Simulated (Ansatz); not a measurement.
# BiAs (model cell, started as zinc blende): following an unstable mode, part 2 of 3

Which phase does BiAs (model cell, started as zinc blende) fall into along its unstable mode, and how much energy does it gain?

Ansatz 0.2.0; DFT PBEsol, scalar-relativistic, plane waves, PAW.

So far, highest frequency on the path or at a solved wavevector (cm⁻¹): step 2 (response at finite wavevector) 158. Also lowest frequency on the path (cm⁻¹): step 2 -35.7.

The structure was built from a prototype and need not be the compound's stable phase.

## (4) The mode frozen in, largest atomic shift 0.6 Å

The atoms are moved along the unstable eigenvector, the largest shift by 0.6 Å, with the cell fixed.

input.yaml reads:

```yaml
crystal:
  lattice:
    - [0.0, -3.2992007818, -3.2992007818]
    - [0.0, 3.2992007818, -3.2992007818]
    - [13.1968031271, 0.0, 0.0]
  atoms:
    - { symbol: Bi, position: [0.5774066518, 0.5178674378, 0.25] }
    - { symbol: Bi, position: [0.4225933482, 0.4821325622, 0.75] }
    - { symbol: Bi, position: [0.0178674378, 0.0774066518, 0.0] }
    - { symbol: Bi, position: [-0.0178674378, -0.0774066518, 0.5] }
    - { symbol: As, position: [-0.0909311133, 0.5909311133, 0.875] }
    - { symbol: As, position: [0.0909311133, 0.4090688867, 0.375] }
    - { symbol: As, position: [0.4679539551, -0.0320460449, 0.625] }
    - { symbol: As, position: [0.5320460449, 0.0320460449, 0.125] }
kpoints:
  mp_grid: { grid: [8, 8, 4] }
hamiltonian:
  xc: pbesol
scf:
  occupations: { method: methfessel_paxton, width: 0.15 }
output:
  forces: true
  stress: true
  eigenvalues: true
```

Started as:

```bash
$ ansatz run input.yaml --threads 4 --pin off --max-ram 7168MiB --backend cpu --events-out ev --progress --plain --runs-dir out
```

Numbers of over 12 decimals in the logs are rounded to 6 here.

The program printed:

```text
[...]
Crystal: 8 atoms, lattice volume = 287.287 Å³
Basis set: ecut = 420 eV, 5573 PW (Γ), exchange–correlation on 64×64×180 points (8 copies of the dense FFT grid, shifted against one another)
Bands: 72, of which v1, the nominal top of the filled ones, is band 60 counted from 1 (59 counted from 0)
Symmetry: 4 space group operations
[...]
k-points: 63 of 256 (time reversal used)
[...]
k-point 0: bands = [... 56 lower, 5.4983, 6.2051, 6.3189, 6.3211, 6.4054, 6.7648, 6.9089, 7.9010, ... 8 higher]
  k-point 1: bands = [... 56 lower, 5.6474, 6.1651, 6.3053, 6.3255, 6.4455, 6.6093, 7.1201, 7.7454, ... 8 higher]
  k-point 2: bands = [... 56 lower, 5.9500, 5.9500, 6.3257, 6.3257, 6.4920, 6.4920, 7.4324, 7.4324, ... 8 higher]
  k-point 62: bands = [... 56 lower, 6.1768, 6.1768, 6.6946, 6.6946, 7.1021, 7.1021, 7.6107, 7.6107, ... 8 higher]
[key lines of the parts left out:]
SCF converged after 7 iterations
Free energy (F): -68217.941613 eV
Fermi energy:    6.923286 eV
P = ⅓ Tr σ = -1.1980 GPa (-11.980 kbar)
```

Elapsed: 31 s, on 4 threads of Arm Neoverse V1, shared host; peak memory 1.2 GiB.

This step gave:

- pressure: -1.198 GPa
- energy from the undistorted cell: -24.52 meV/atom

The energy, extrapolated to zero smearing, is -24.52 meV/atom against the undistorted cell.

The run ends at a pressure of -1.20 GPa, with forces up to 0.36 eV/Å.

## (5) Energy along the mode, all amplitudes (two of the runs are shown above)

An imaginary frequency means negative curvature, so the energy should fall and then rise again as anharmonic terms take over.

This step gave:

```yaml
depth_at_the_lowest_point_sampled: 24.52 meV/atom
largest_atomic_shift_at_that_point: 0.6 Å
```

Table of energy from the parent by largest atomic shift:

```
largest atomic shift (Å)  energy from the parent (meV/atom)
                   0.000                                  0
                   0.040                             -0.262
                   0.080                              -1.02
                   0.140                              -2.91
                   0.220                              -6.40
                   0.320                              -11.7
                   0.450                              -18.6
                   0.600                              -24.5
```

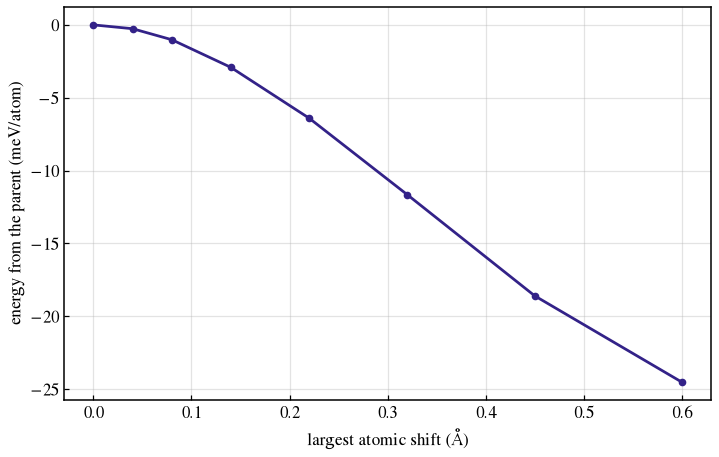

Energy from the parent against largest atomic shift.

Displacement at unit largest shift by atom:

```
atom  x (Å)  y (Å)  z (Å)  size
 Bi1   0.00  -0.33  -0.52  0.62
 Bi2   0.00   0.33   0.52  0.62
 Bi3   0.00   0.33  -0.52  0.62
 Bi4   0.00  -0.33   0.52  0.62
 As5   0.00   1.00   0.00  1.00
 As6   0.00  -1.00   0.00  1.00
 As7   0.00   0.00   0.35  0.35
 As8   0.00   0.00  -0.35  0.35
```

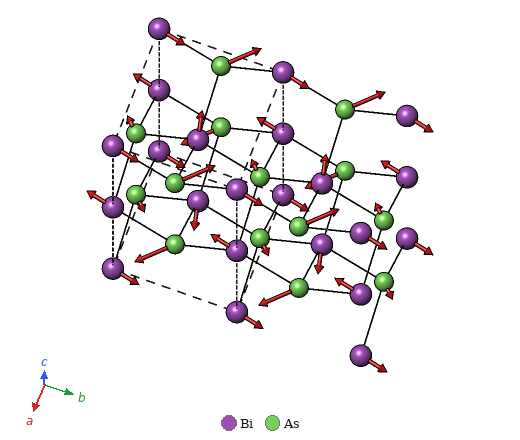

Displacement at unit largest shift as arrows, the longest 1 Å. 1×2×1 cells are drawn. Some periodic images of atoms are drawn too.

The lowest of the steps tried is the last one, at 0.6 Å, 24.5 meV/atom below the parent; the bottom of the well need not coincide with a step.

## (6) Relaxation from the frozen mode

Starting from the lowest point found, all atoms and the cell are let go, so that strain and other modes of the same symmetry can join in.

input.yaml, as its differences from that of step 4:

```diff
@@ -24 +24,6 @@
   eigenvalues: true
+relax:
+  adjacent_minimum: "off"
+  f_tol: 0.002
+  max_steps: 120
+  cell: { stress_tol: 0.03 }
```

The program printed:

```text
[...]
Crystal: 8 atoms, lattice volume = 287.287 Å³
Basis set: ecut = 420 eV, 5573 PW (Γ), exchange–correlation on 64×64×180 points (8 copies of the dense FFT grid, shifted against one another)
Bands: 72, of which v1, the nominal top of the filled ones, is band 60 counted from 1 (59 counted from 0)
Symmetry: 4 space group operations
[...]
k-points: 63 of 256 (time reversal used)
[...]
SCF iter   1: F=—  HF=-68217.948772 eV  |F-HF|=—  |Δ(HF+E_count)|=         —  Δρ=2.19e-3  dr2=2.35e-2  ethr=1.77e-3  ⟨swp⟩=6.1  Hψ=16756  notcnv=0
[...]
SCF iter   7: F=-68217.941613 eV  HF=-68217.941613 eV  |F-HF|=1.67e-9  |Δ(HF+E_count)|=   1.23e-8  S|Δr|=    0.00e0  Δρ=1.28e-6  dr2=5.05e-9  ethr=8.33e-11  ⟨swp⟩=4.0  Hψ=14891  notcnv=0
SCF 1 converged in 7 iterations: F = -68217.941613 eV  dr2 = 5.05e-9
[...]
relax step   1: F+E_penalty+E_count = -68217.94161262 eV  Δ(F+E_penalty+E_count) = +0.000e0 eV  max|allowed force component| = 2.915e-1 eV/Å  Δτ_max = 0.0000 Å  P = -1.198 GPa  Ω = 287.287 Å³  (7 SCF iters, dr2 threshold 1.00e-7 eV, accepted)
Crystal: 8 atoms, lattice volume = 270.975 Å³
Basis set: ecut = 420 eV, 5331 PW (Γ), exchange–correlation on 64×64×180 points (8 copies of the dense FFT grid, shifted against one another)
[...]
SCF iter   6: F=-68218.104924 eV  HF=-68218.104924 eV  |F-HF|=1.05e-9  |Δ(HF+E_count)|=   3.08e-7  S|Δr|=    0.00e0  Δρ=6.11e-6  dr2=1.14e-7  ethr=6.67e-10  ⟨swp⟩=7.0  Hψ=20419  notcnv=0
SCF 2 converged in 6 iterations: F = -68218.104924 eV  dr2 = 1.14e-7
relax step   2: F+E_penalty+E_count = -68218.10492357 eV  Δ(F+E_penalty+E_count) = -1.633e-1 eV  max|allowed force component| = 4.706e-1 eV/Å  Δτ_max = 0.1908 Å  P = +0.665 GPa  Ω = 270.975 Å³  energy of the carried Pulay correction = +2.100e-3 eV  (6 SCF iters, dr2 threshold 8.00e-7 eV, accepted)
Crystal: 8 atoms, lattice volume = 269.072 Å³
Basis set: ecut = 420 eV, 5267 PW (Γ), exchange–correlation on 64×64×180 points (8 copies of the dense FFT grid, shifted against one another)
[...]
SCF iter   6: F=-68218.230321 eV  HF=-68218.230321 eV  |F-HF|=5.01e-8  |Δ(HF+E_count)|=   5.11e-8  S|Δr|=    0.00e0  Δρ=5.49e-6  dr2=1.14e-7  ethr=6.67e-10  ⟨swp⟩=7.0  Hψ=19913  notcnv=0
SCF 3 converged in 6 iterations: F = -68218.230321 eV  dr2 = 1.14e-7
[...]
relax step   3: F+E_penalty+E_count = -68218.23032136 eV  Δ(F+E_penalty+E_count) = -1.254e-1 eV  max|allowed force component| = 1.583e-1 eV/Å  Δτ_max = 0.1947 Å  P = -0.404 GPa  Ω = 269.072 Å³  energy of the carried Pulay correction = +2.352e-3 eV  (6 SCF iters, dr2 threshold 8.00e-7 eV, accepted)
[... from here on, the SCF cycles and remarks between the steps are left out ...]
relax step   4: F+E_penalty+E_count = -68218.32113084 eV  Δ(F+E_penalty+E_count) = -9.081e-2 eV  max|allowed force component| = 4.750e-2 eV/Å  Δτ_max = 0.1991 Å  P = -0.356 GPa  Ω = 260.158 Å³  energy of the carried Pulay correction = +3.561e-3 eV  (6 SCF iters, dr2 threshold 8.00e-7 eV, accepted)
relax step   5: F+E_penalty+E_count = -68218.40912974 eV  Δ(F+E_penalty+E_count) = -8.800e-2 eV  max|allowed force component| = 9.780e-2 eV/Å  Δτ_max = 0.1624 Å  P = -0.031 GPa  Ω = 251.508 Å³  energy of the carried Pulay correction = +4.772e-3 eV  (5 SCF iters, dr2 threshold 8.00e-7 eV, accepted)
relax step   6: F+E_penalty+E_count = -68218.49368478 eV  Δ(F+E_penalty+E_count) = -8.456e-2 eV  max|allowed force component| = 1.427e-1 eV/Å  Δτ_max = 0.0938 Å  P = +0.290 GPa  Ω = 244.470 Å³  energy of the carried Pulay correction = +5.787e-3 eV  (6 SCF iters, dr2 threshold 8.00e-7 eV, accepted)
relax step   7: F+E_penalty+E_count = -68218.61025862 eV  Δ(F+E_penalty+E_count) = -1.166e-1 eV  max|allowed force component| = 1.893e-1 eV/Å  Δτ_max = 0.0753 Å  P = +0.269 GPa  Ω = 239.226 Å³  energy of the carried Pulay correction = +6.560e-3 eV  (6 SCF iters, dr2 threshold 8.00e-7 eV, accepted)
relax step   8: F+E_penalty+E_count = -68218.74023756 eV  Δ(F+E_penalty+E_count) = -1.300e-1 eV  max|allowed force component| = 2.828e-1 eV/Å  Δτ_max = 0.0899 Å  P = +0.449 GPa  Ω = 232.829 Å³  energy of the carried Pulay correction = +7.525e-3 eV  (6 SCF iters, dr2 threshold 8.00e-7 eV, accepted)
relax step   9: F+E_penalty+E_count = -68218.89623376 eV  Δ(F+E_penalty+E_count) = -1.560e-1 eV  max|allowed force component| = 2.764e-1 eV/Å  Δτ_max = 0.1758 Å  P = +0.572 GPa  Ω = 227.272 Å³  energy of the carried Pulay correction = +8.383e-3 eV  (8 SCF iters, dr2 threshold 8.00e-7 eV, accepted)
relax step  10: F+E_penalty+E_count = -68218.82505277 eV  Δ(F+E_penalty+E_count) = +7.118e-2 eV  max|allowed force component| = 6.900e-1 eV/Å  Δτ_max = 0.1953 Å  P = -0.143 GPa  Ω = 229.211 Å³  energy of the carried Pulay correction = +8.082e-3 eV  (8 SCF iters, dr2 threshold 8.00e-7 eV, rejected (line search))
relax step  11: F+E_penalty+E_count = -68218.97551644 eV  Δ(F+E_penalty+E_count) = -7.928e-2 eV  max|allowed force component| = 2.202e-1 eV/Å  Δτ_max = 0.0975 Å  P = -0.213 GPa  Ω = 230.523 Å³  energy of the carried Pulay correction = +7.879e-3 eV  (13 SCF iters, accepted)
relax step  12: F+E_penalty+E_count = -68219.05445037 eV  Δ(F+E_penalty+E_count) = -7.893e-2 eV  max|allowed force component| = 2.101e-1 eV/Å  Δτ_max = 0.0966 Å  P = -0.047 GPa  Ω = 229.347 Å³  energy of the carried Pulay correction = +8.061e-3 eV  (7 SCF iters, dr2 threshold 8.00e-7 eV, accepted)
relax step  13: F+E_penalty+E_count = -68219.15833023 eV  Δ(F+E_penalty+E_count) = -1.039e-1 eV  max|allowed force component| = 1.943e-1 eV/Å  Δτ_max = 0.1462 Å  P = -0.042 GPa  Ω = 228.903 Å³  energy of the carried Pulay correction = +8.129e-3 eV  (6 SCF iters, dr2 threshold 8.00e-7 eV, accepted)
relax step  14: F+E_penalty+E_count = -68219.29489668 eV  Δ(F+E_penalty+E_count) = -1.366e-1 eV  max|allowed force component| = 1.863e-1 eV/Å  Δτ_max = 0.1950 Å  P = -0.145 GPa  Ω = 227.533 Å³  energy of the carried Pulay correction = +8.343e-3 eV  (7 SCF iters, dr2 threshold 8.00e-7 eV, accepted)
relax step  15: F+E_penalty+E_count = -68219.42173448 eV  Δ(F+E_penalty+E_count) = -1.268e-1 eV  max|allowed force component| = 1.829e-1 eV/Å  Δτ_max = 0.1951 Å  P = -0.098 GPa  Ω = 224.938 Å³  energy of the carried Pulay correction = +8.749e-3 eV  (7 SCF iters, dr2 threshold 8.00e-7 eV, accepted)
relax step  16: F+E_penalty+E_count = -68219.53163501 eV  Δ(F+E_penalty+E_count) = -1.099e-1 eV  max|allowed force component| = 1.563e-1 eV/Å  Δτ_max = 0.1937 Å  P = -0.026 GPa  Ω = 221.862 Å³  energy of the carried Pulay correction = +9.236e-3 eV  (7 SCF iters, dr2 threshold 8.00e-7 eV, accepted)
relax step  17: F+E_penalty+E_count = -68219.61754554 eV  Δ(F+E_penalty+E_count) = -8.591e-2 eV  max|allowed force component| = 1.221e-1 eV/Å  Δτ_max = 0.1931 Å  P = -0.121 GPa  Ω = 218.764 Å³  energy of the carried Pulay correction = +9.733e-3 eV  (6 SCF iters, dr2 threshold 8.00e-7 eV, accepted)
relax step  18: F+E_penalty+E_count = -68219.58663545 eV  Δ(F+E_penalty+E_count) = +3.091e-2 eV  max|allowed force component| = 4.227e-1 eV/Å  Δτ_max = 0.1963 Å  P = +1.342 GPa  Ω = 212.857 Å³  energy of the carried Pulay correction = +1.070e-2 eV  (7 SCF iters, dr2 threshold 8.00e-7 eV, rejected (line search))
relax step  19: F+E_penalty+E_count = -68219.65533684 eV  Δ(F+E_penalty+E_count) = -3.779e-2 eV  max|allowed force component| = 9.767e-2 eV/Å  Δτ_max = 0.0981 Å  P = -0.016 GPa  Ω = 216.993 Å³  energy of the carried Pulay correction = +1.002e-2 eV  (12 SCF iters, accepted)
relax step  20: F+E_penalty+E_count = -68219.68491136 eV  Δ(F+E_penalty+E_count) = -2.957e-2 eV  max|allowed force component| = 1.016e-1 eV/Å  Δτ_max = 0.0975 Å  P = -0.218 GPa  Ω = 216.310 Å³  energy of the carried Pulay correction = +1.013e-2 eV  (7 SCF iters, dr2 threshold 5.96e-7 eV, accepted)
relax step  21: F+E_penalty+E_count = -68219.70566137 eV  Δ(F+E_penalty+E_count) = -2.075e-2 eV  max|allowed force component| = 2.645e-1 eV/Å  Δτ_max = 0.1464 Å  P = +0.651 GPa  Ω = 212.202 Å³  energy of the carried Pulay correction = +1.081e-2 eV  (7 SCF iters, dr2 threshold 6.45e-7 eV, accepted)
relax step  22: F+E_penalty+E_count = -68219.75550042 eV  Δ(F+E_penalty+E_count) = -4.984e-2 eV  max|allowed force component| = 3.704e-2 eV/Å  Δτ_max = 0.2000 Å  P = +0.090 GPa  Ω = 212.369 Å³  energy of the carried Pulay correction = +1.078e-2 eV  (5 SCF iters, dr2 threshold 8.00e-7 eV, accepted)
relax step  23: F+E_penalty+E_count = -68219.76266807 eV  Δ(F+E_penalty+E_count) = -7.168e-3 eV  max|allowed force component| = 1.529e-2 eV/Å  Δτ_max = 0.0942 Å  P = -0.028 GPa  Ω = 212.373 Å³  energy of the carried Pulay correction = +1.078e-2 eV  (5 SCF iters, dr2 threshold 8.57e-8 eV, accepted)
relax step  24: F+E_penalty+E_count = -68219.76340825 eV  Δ(F+E_penalty+E_count) = -7.402e-4 eV  max|allowed force component| = 4.203e-2 eV/Å  Δτ_max = 0.0737 Å  P = +0.168 GPa  Ω = 211.674 Å³  energy of the carried Pulay correction = +1.089e-2 eV  (7 SCF iters, dr2 threshold 1.46e-8 eV, accepted)
relax step  25: F+E_penalty+E_count = -68219.76368905 eV  Δ(F+E_penalty+E_count) = -2.808e-4 eV  max|allowed force component| = 3.061e-2 eV/Å  Δτ_max = 0.0111 Å  P = -0.065 GPa  Ω = 212.452 Å³  energy of the carried Pulay correction = +1.076e-2 eV  (5 SCF iters, dr2 threshold 2.20e-7 eV, accepted)
relax step  26: F+E_penalty+E_count = -68219.76418274 eV  Δ(F+E_penalty+E_count) = -4.937e-4 eV  max|allowed force component| = 1.292e-3 eV/Å  Δτ_max = 0.0092 Å  P = +0.003 GPa  Ω = 212.219 Å³  energy of the carried Pulay correction = +1.080e-2 eV  (4 SCF iters, dr2 threshold 8.58e-8 eV, accepted)
relax step  27: F+E_penalty+E_count = -68219.76419437 eV  Δ(F+E_penalty+E_count) = -1.164e-5 eV  max|allowed force component| = 5.551e-4 eV/Å  Δτ_max = 0.0061 Å  P = +0.002 GPa  Ω = 212.224 Å³  energy of the carried Pulay correction = +1.080e-2 eV  (6 SCF iters, accepted)
relax step  28: F+E_penalty+E_count = -68219.76496212 eV  Δ(F+E_penalty+E_count) = -7.678e-4 eV  max|allowed force component| = 5.553e-4 eV/Å  Δτ_max = 0.0000 Å  P = +0.026 GPa  Ω = 212.224 Å³  stress off target by 5.82e-2 GPa  SCF on the basis re-selected at this cell (its energy is not comparable with the rows above)  (8 SCF iters)
relax step  29: F+E_penalty+E_count = -68219.76501669 eV  Δ(F+E_penalty+E_count) = -5.457e-5 eV  max|allowed force component| = 2.032e-3 eV/Å  Δτ_max = 0.0042 Å  P = -0.003 GPa  Ω = 212.299 Å³  energy of the carried Pulay correction = -1.373e-5 eV  (5 SCF iters, dr2 threshold 8.48e-9 eV, accepted)
relax step  30: F+E_penalty+E_count = -68219.76502436 eV  Δ(F+E_penalty+E_count) = -7.671e-6 eV  max|allowed force component| = 1.004e-4 eV/Å  Δτ_max = 0.0007 Å  P = +0.000 GPa  Ω = 212.297 Å³  energy of the carried Pulay correction = -1.325e-5 eV  (5 SCF iters, dr2 threshold 2.58e-10 eV, accepted)
[...]
SCF iter   5: F=-68219.765039 eV  HF=-68219.765039 eV  |F-HF|=2.91e-11  |Δ(HF+E_count)|=  3.64e-10  S|Δr|=    0.00e0  Δρ=1.22e-7  dr2=1.92e-11  ethr=1.00e-12  ⟨swp⟩=6.9  Hψ=21795  notcnv=0
SCF 31 converged in 5 iterations: F = -68219.765039 eV  dr2 = 1.92e-11
relax step  31: F+E_penalty+E_count = -68219.76503899 eV  Δ(F+E_penalty+E_count) = -1.462e-5 eV  max|allowed force component| = 1.004e-4 eV/Å  Δτ_max = 0.0000 Å  P = +0.000 GPa  Ω = 212.297 Å³  stress off target by 1.06e-3 GPa  SCF on the basis re-selected at this cell (its energy is not comparable with the rows above)  (5 SCF iters)
[...]
SCF converged after 5 iterations
[...]
Free energy (F): -68219.765039 eV
[...]
Internal energy: -68219.766357 eV  (E = F + TS)
E sigma→0 (E₀):  -68219.765369 eV
Entropy (-TS):   0.001318 eV (0.165 meV/atom)
Fermi energy:    10.815116 eV
[...]
--- Forces (eV/Å), atoms counted from 1 ---
  atom   1  Bi    -0.00001905     0.00010041     0.00003250
  atom   2  Bi    -0.00001905    -0.00010041    -0.00003250
  atom   3  Bi     0.00001905    -0.00010041     0.00003250
  atom   4  Bi     0.00001905     0.00010041    -0.00003250
  atom   5  As     0.00000000     0.00006901     0.00000000
  atom   6  As     0.00000000    -0.00006901     0.00000000
  atom   7  As     0.00000000     0.00000000    -0.00003160
  atom   8  As     0.00000000    -0.00000000     0.00003160
  max |Σ_I F_I| component: 6.78e-21 eV/Å
--- Stress (GPa, compression-positive) ---
       -0.001013       0.000000       0.000000
        0.000000       0.000272      -0.000000
        0.000000      -0.000000       0.001062
  P = ⅓ Tr σ = 0.0001 GPa (0.001 kbar)
--- Band table (eV; the first three rows and the last of 63) ---
  k-point 0: bands = [... 56 lower, 9.7667, 10.3009, 10.3011, 10.5756, 11.2458, 11.5237, 11.5239, 12.2793, ... 8 higher]
  k-point 1: bands = [... 56 lower, 9.9219, 10.2100, 10.2102, 10.4287, 11.4347, 11.6391, 11.6393, 12.1596, ... 8 higher]
  k-point 2: bands = [... 56 lower, 10.0120, 10.0120, 10.1715, 10.1715, 11.8192, 11.8192, 11.8976, 11.8976, ... 8 higher]
  k-point 62: bands = [... 56 lower, 9.0959, 9.0959, 9.1482, 9.1482, 11.9618, 11.9618, 12.1548, 12.1548, ... 8 higher]
--- Relaxed structure (29 steps of the walk, 27 accepted, 2 SCFs on fresh bases) ---
  F+E_penalty+E_count = -68219.76503899 eV   max|allowed force component| = 1.004e-4 eV/Å   (the final SCF, on the basis selected at the relaxed cell)
  cell:  # Å, volume = 212.2971 Å³
    - [-3.726348484295138e-17, -2.076587, -3.596610]
    - [9.847389385222068e-17, 2.076587, -3.596610]
    - [14.212502, 2.7147475738828693e-16, -1.2242081801761096e-16]
  atoms:
    - { symbol: Bi, position: [0.333395, 0.833288, 0.252526] }
    - { symbol: Bi, position: [0.666605, 0.166712, 0.752526] }
    - { symbol: Bi, position: [0.333288, -0.166605, -0.00252648] }
    - { symbol: Bi, position: [-0.333288, 0.166605, 0.497474] }
    - { symbol: As, position: [-1.8326802238344264e-5, 0.500018, 0.875] }
    - { symbol: As, position: [1.832680223842753e-5, 0.499982, 0.375000] }
    - { symbol: As, position: [0.333319, -0.166681, 0.625] }
    - { symbol: As, position: [0.666681, 0.166681, 0.125] }
```

Elapsed: 20 min, on 4 threads; peak memory 1.4 GiB.

[end of part 2 of 3]

[Logs are printed without paths, hosts, clocks, repeated set-up lines and the standing remarks that a program may print on its own settings, such as how far it seeks lower states.]

[Hosts, paths, dates, database ids (printed as entryN), source tags and the programs' standing remarks are cut or masked in the printed files.]
